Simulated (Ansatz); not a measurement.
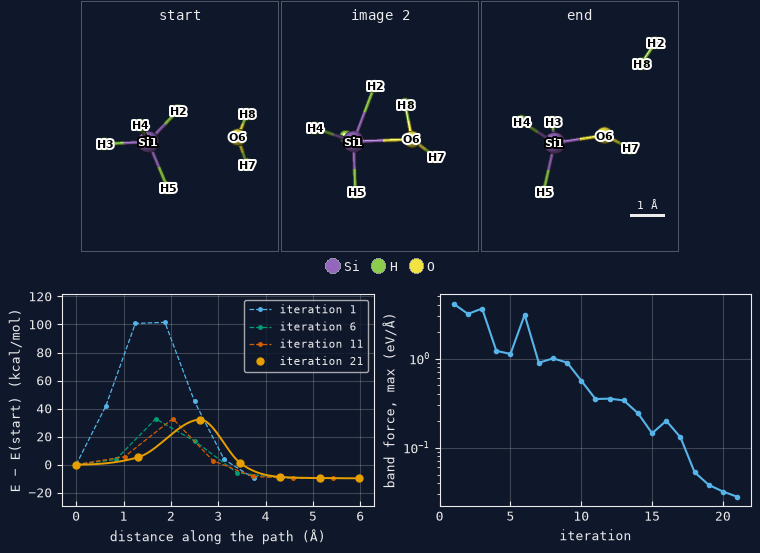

NEB run on SiH₆O, made up of SiH4 and H$_{2}$O. Images are numbered from 0 (start) to 6 (end). The plot follows the band through its iterations. Style: ball-and-stick. Shown at a tilt.

All numbers below come from Ansatz, RKS PBE-D4/def2-SVP. Run with 5 movable images; climbing image; force threshold 0.03 eV/Å; iteration limit 60; starting path by straight interpolation.

Judge this run.

Answer. The run is converged, with reservations. The band converged in 21 iterations. The largest component of the band force went from 4.1 to 0.028 eV/Å. The climbing image converged on the top of the path. Its curvatures weren't checked. The straight starting path can push atoms close together and costs iterations. The first iteration put the highest image at 101.5 kcal/mol. The highest point, image 2, lies 32.1 kcal/mol above the start and 41.8 kcal/mol above the end; the end is at −9.8 kcal/mol relative to the start.

Limits of the set-up: the start holds two separate molecules, 2.6 Å apart at their closest, whose relative position is a soft coordinate.
